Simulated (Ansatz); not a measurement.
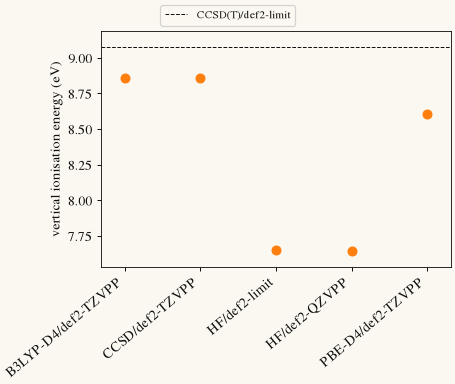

Vertical ionisation energy of C₄H₁₂N₂, SMILES CC(C)(C)NN, taken as the energy of the cation less that of the neutral at fixed geometry (unrestricted doublet cation, cores frozen in correlated methods, no spin-orbit coupling), the Ansatz code 0.2.0, at a PBE0-D4/def2-TZVP geometry (no frequency check). Limit means an estimate of the basis limit from triple and quadruple zeta; for coupled cluster it is either extrapolated directly or built as the MP2 limit plus the step from MP2 in triple zeta. The distance of CCSD/def2-TZVPP to the limit includes basis error.

**Which level comes closest to the line (CCSD(T)/def2-limit), and which misses most?**

Closest CCSD/def2-TZVPP (8.86 eV) and B3LYP-D4/def2-TZVPP (8.86 eV), against 9.07 eV; farthest HF/def2-QZVPP (7.65 eV).

**Give the values.**

| level | eV | less CCSD(T)/def2-limit |
| --- | --- | --- |
| B3LYP-D4/def2-TZVPP | 8.86 | −0.22 |
| CCSD/def2-TZVPP | 8.86 | −0.21 |
| HF/def2-limit | 7.65 | −1.42 |
| HF/def2-QZVPP | 7.65 | −1.43 |
| PBE-D4/def2-TZVPP | 8.61 | −0.46 |
| CCSD(T)/def2-limit | 9.07 | 0.00 |
